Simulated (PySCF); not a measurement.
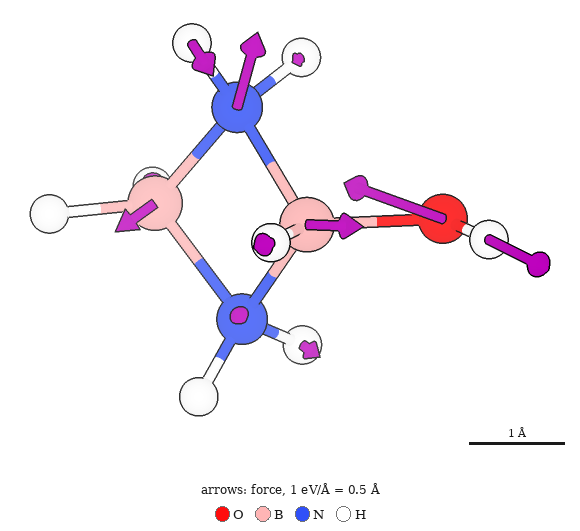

Starting geometry of B$_{2}$N$_{2}$H$_{8}$O with the computed forces as purple arrows. The picture is a ball-and-stick view, seen at a tilt.

The start comes from GFN2-xTB. Its atoms were then displaced at random by about 0.01 Å.

Level of theory: PBE0-D3(BJ)/def2-SVP geometry optimisation, gas phase (PySCF 2.14.0, density-fitted response routines). 

What follows when this structure is relaxed?

Answer. It isn't relaxed: the largest force vector, on the O atom, is 3.27 eV/Å. The final displacements have little in common with the starting forces (cosine between the two patterns 0.19). The largest move after the best rigid fit is that of an H atom, 0.13 Å. By element the largest moves are H 0.13 Å, O 0.10 Å, N 0.05 Å, B 0.04 Å. Near-neighbour distances that change, for instance: B–N 1.538 → 1.594 Å, H–O 0.915 → 0.958 Å, B–H 1.195 → 1.225 Å, H–N 1.041 → 1.016 Å. Bond angles that change, for instance: B–O–H 114.8° → 112.1°, B–N–H 112.2° → 114.8°, H–B–H 112.5° → 114.8°. The energy falls by 14.9 kJ/mol in 6 geometry steps.
